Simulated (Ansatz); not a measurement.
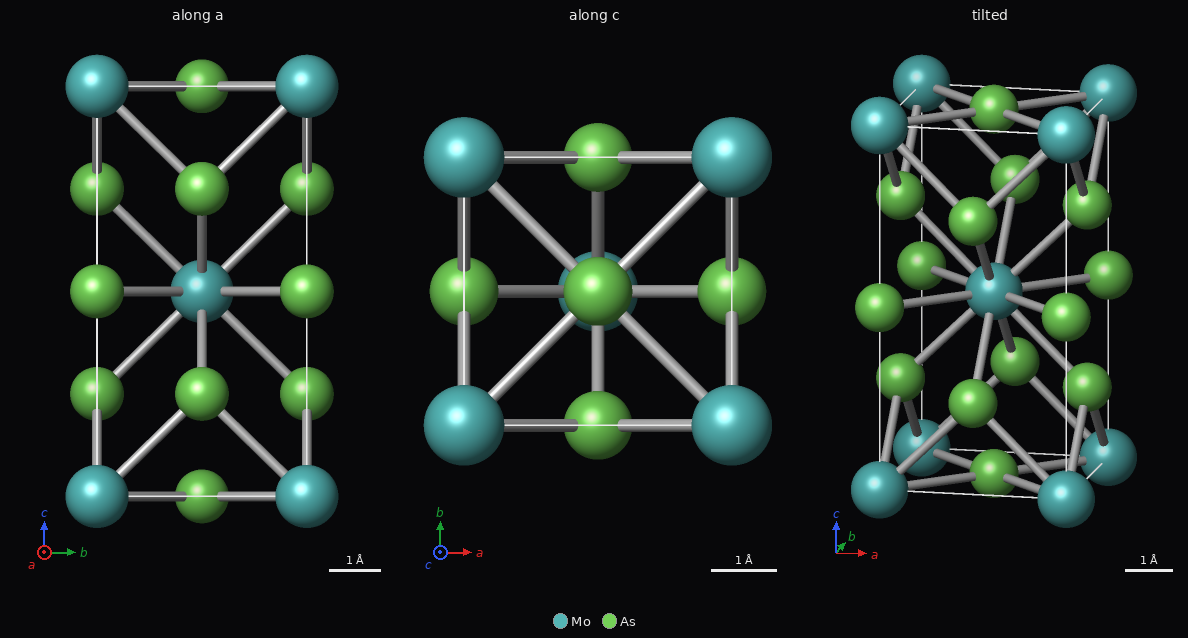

Structure drawing (ball-and-stick), viewed along the a axis, along the c axis and slightly off an axis. The parallelepiped is the conventional unit cell.

Contacts drawn as bonds: As–Mo up to 3.55 Å (cut-off distances).

Which compound is drawn?

Answer. MoAs₃. The cell holds 2 Mo, 6 As, counting shared atoms by their share.

Lattice type?

Answer. Body-centred tetragonal.

Which space group does it belong to?

Answer. I4/mmm (No. 139), with Mo on 2a, As on 2b and As on 4d.

What does the coordination shell of Mo look like?

Answer. Twelve As in a cuboctahedral arrangement at about 2.9 Å.

What is the topology of the bonding, in broad terms?

Answer. The bonds build a three-dimensional framework.

The structure comes from a textbook structure type filled with these elements (whether it is the usual form wasn't checked). The geometry was optimised with DFT PBE, scalar-relativistic, plane waves, PAW in Ansatz 0.2.0.
